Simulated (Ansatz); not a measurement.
## CaO (rock salt): energy over volume and axial ratio

CaO (rock salt), conventional cell a = 4.7948 Å, b = 4.7948 Å, c = 4.7948 Å, α = 90.00°, β = 90.00°, γ = 90.00°. The calculation uses the primitive cell of 2 atoms, to which meshes and values per cell refer.

Two coordinates are scanned: the volume, and the ratio of the stretch along z (the conventional c axis) to the stretch across it. Atoms keep their fractional coordinates.

All values below come from r2SCAN (plane waves to 500 eV, PAW, scalar-relativistic; Ansatz, a quantum-chemistry and plane-wave program). k mesh 12×12×12 (Γ-centred), Fermi-Dirac smearing 0.05 eV. Energies are smeared free energies. Compression counts positive. CaO was relaxed with its symmetry unable to fall. The zero of ΔE is the relaxed starting cell.

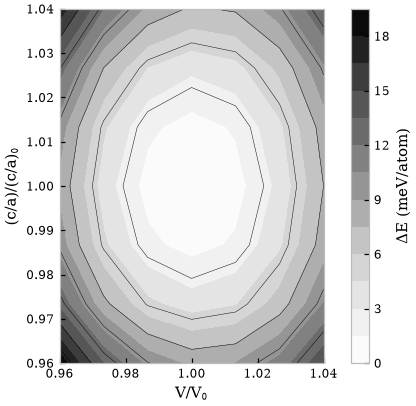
Figure: ΔE (meV/atom) over the 7×7 grid of computed points.

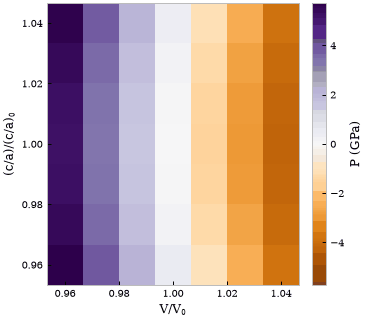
Figure. P (GPa) over the 7×7 grid of computed points.

The shear modulus C′ = (C11 − C12)/2 (fit, atoms clamped) is 86 GPa. Highest place on the grid: V/V₀ = 0.960, (c/a)/(c/a)₀ = 0.960 (18.9 meV/atom). Lowest place on the grid: V/V₀ = 1.000, (c/a)/(c/a)₀ = 1.000 (0.0 meV/atom).

Near the relaxed cell σzz − σxx = −2Cδ (compression positive), C being this modulus and δ the logarithm of the ratio.

(Under strain, the slope of the energy per volume gives the stress and its curvature an elastic modulus.)
